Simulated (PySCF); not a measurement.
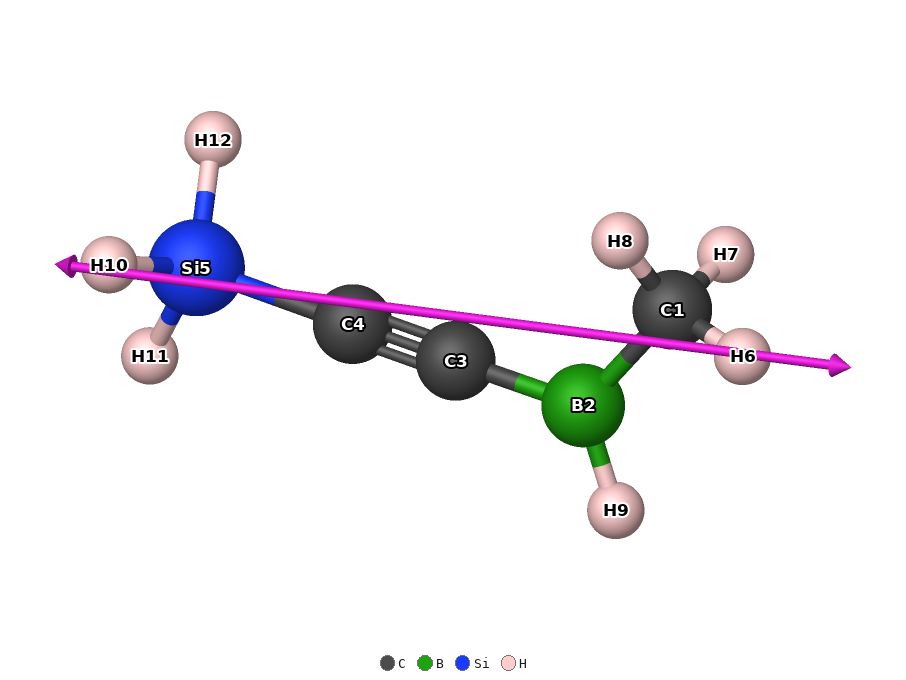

The double arrow shows the direction of the transition dipole to excited singlet state 6 (its length means nothing). Computed geometry: GFN2-xTB optimisation. No frequency run is at hand to confirm it as a minimum. Method: TDDFT ωB97X-D/def2-SVPD, vertical, gas phase, core orbitals frozen in the response (PySCF 2.14.0).

Question. How is the transition polarised?

Answer. Close to the long direction C1···Si5.

Question. Where does the transition lie, and how strong is it?

Answer. 7.44 eV (167 nm), oscillator strength 0.35, mainly HOMO → LUMO+1 (weight 0.67); transition dipole 3.55 D.

The geometry is semi-empirical. Around B, Si such bond lengths and angles can be off by a tenth of an ångström or more and by several degrees, and values that hang on the shape move with them.
